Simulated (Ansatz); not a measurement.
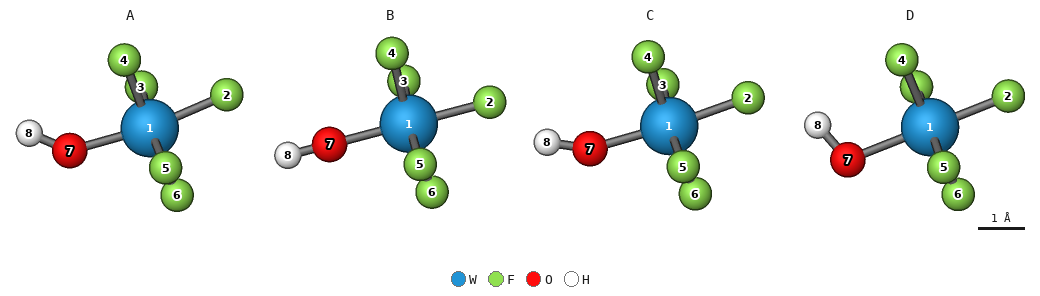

4 geometries from one relaxation of WHOF$_{5}$, in shuffled order. Style: ball-and-stick. Shown face on.

The run prepares the start of a later molecular dynamics calculation, from a guessed geometry.

The calculation used RHF/def2-SVP in Ansatz. (no spin polarisation; force threshold 0.02 eV/Å; at most 40 steps)

### Put them in the order of the run, from the start to the converged end.

D, A, C, B. They are steps 0, 3, 4, 7, at +0.610 eV, +0.083 eV, +0.027 eV relative to the last. After 7 geometry steps the energy has fallen by 0.610 eV. The largest force component goes from 2.7 to 0.0033 eV/Å. The largest move after the best rigid fit is that of H8, 0.70 Å. Largest moves by element: H 0.70 Å, O 0.34 Å, F 0.26 Å, W 0.08 Å. Near-neighbour distances that change, for instance: W1–O7 1.940 → 1.800 Å, O7–H8 1.010 → 0.945 Å, W1–F2 1.850 → 1.836 Å. Among the angles between lasting bonds that change: W1–O7–H8 109.5° → 179.8°, F3–W1–F5 180.0° → 175.4°, F2–W1–F3 90.0° → 87.7°.

Limits of the set-up: Hartree-Fock leaves out electron correlation.
